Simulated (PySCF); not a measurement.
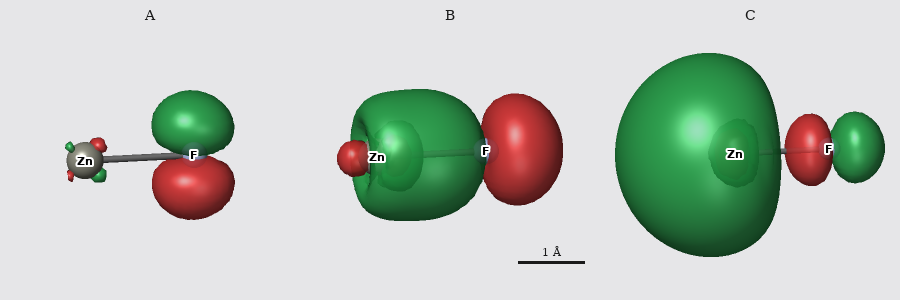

The picture shows: ZnF (charge +1). Three frontier orbitals, each drawn at the value that holds 80 % of its norm (green and red are the two phases), in no order; of a degenerate pair one member is drawn.

Theory: PBE0/def2-SVPD, non-relativistic Hamiltonian with scalar-relativistic core potentials where named, at a bond length of 1.725 Å in PySCF 2.14.0.

**Name the orbitals and rank them from lowest to highest energy.**

Orbital B: σ, occupied, −17.94 eV; mainly on F (70 %).
Orbital A: π, occupied, −16.90 eV; mainly on F (90 %).
Orbital C: σ, empty, −11.76 eV; mainly on Zn (90 %).
